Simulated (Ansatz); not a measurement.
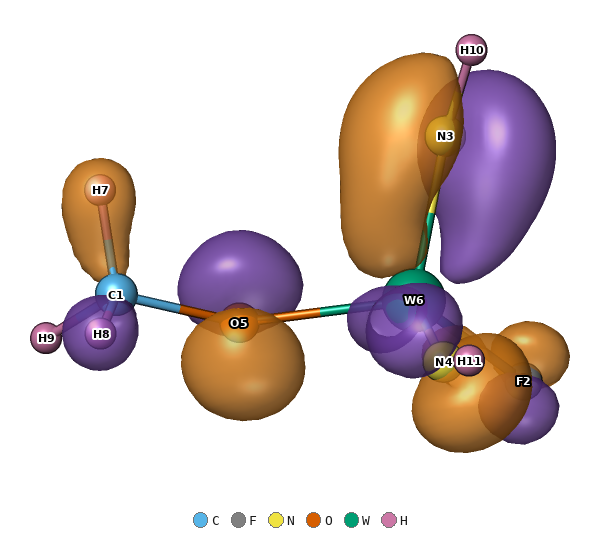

CH5FN2OW (SMILES C[O][W](=[NH])(=[NH])[F]). The HOMO−1 at ±0.15 Å⁻³ᐟ² (orange and purple are the two phases), seen at an oblique angle.

Geometry: PBE0-D4/def2-SVP; core potentials replace the inner electrons of W.

These are results of isolated molecule in a Gaussian basis; Kohn-Sham density functional theory, functional PBE0 in Ansatz 0.2.0, not measurements.

```xyz
11

C    -0.1101   -1.2558    1.5583
F    -0.5875    2.8888   -0.2388
N     1.5382    0.9906   -1.0427
N    -1.1563    0.3800   -1.7053
O    -0.2597    0.0344    1.0543
W    -0.1155    1.0795   -0.4907
H     0.9326   -1.6017    1.4522
H    -0.7744   -1.9636    1.0331
H    -0.3725   -1.2566    2.6281
H     2.3066    0.7716   -1.6668
H    -1.4015   -0.0672   -2.5816
```

### Where does this orbital lie, and at what energy?

By Hirshfeld shares it lies mainly on N3 (about 25 %), N4 (about 25 %), O5 (about 20 %) and W6 (about 15 %). Its energy is −8.32 eV.
